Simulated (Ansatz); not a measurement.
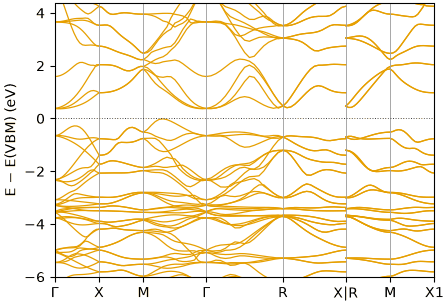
Figure. Band structure from DFT-r²SCAN in the program Ansatz with PAW potentials

The gap is 0.37 eV; an edge lies off the plotted path or next to a special point (maximum off the standard path, minimum on the Γ–X line, 10 % of the way from Γ).

The material is GeTePt in space group P2_13 (No. 198; Ge on 4a, Te on 4a, Pt on 4a).

The first step of the workflow began from a Materials Project structure, measured or hypothetical; the Crystallography Open Database copy checked does not list it. Whether it is the stable phase at ambient conditions was not checked. Symmetry was held in the r²SCAN relaxation; its stability against distortions is not shown here. No spin polarisation was allowed. Spin–orbit coupling is left out wherever it is not named.

Potentials: the later of the program's two PAW sets.
